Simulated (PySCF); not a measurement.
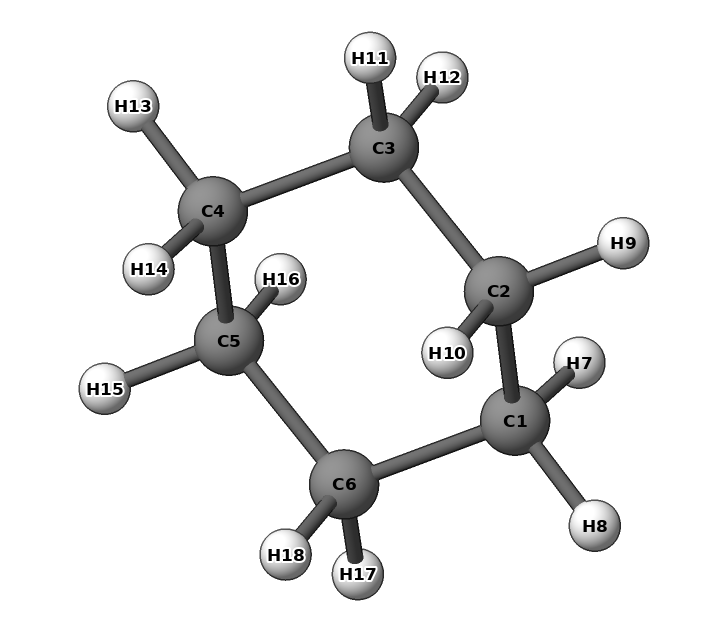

The questions are on Hirshfeld charges. The computed structure is the end point of a PBE0-D3(BJ)/def2-SVP optimisation. No frequency run is at hand to confirm it as a minimum. Level of theory: PBE0/pcSseg-1 in benzene (IEF-PCM) (PySCF 2.14.0).

Give the Hirshfeld charges atom by atom.

| atom | value (e) |
| --- | --- |
| C1 | −0.07 |
| C2 | −0.07 |
| C3 | −0.07 |
| C4 | −0.07 |
| C5 | −0.07 |
| C6 | −0.07 |
| H7 | 0.03 |
| H8 | 0.04 |
| H9 | 0.04 |
| H10 | 0.03 |
| H11 | 0.04 |
| H12 | 0.03 |
| H13 | 0.04 |
| H14 | 0.03 |
| H15 | 0.04 |
| H16 | 0.03 |
| H17 | 0.04 |
| H18 | 0.03 |
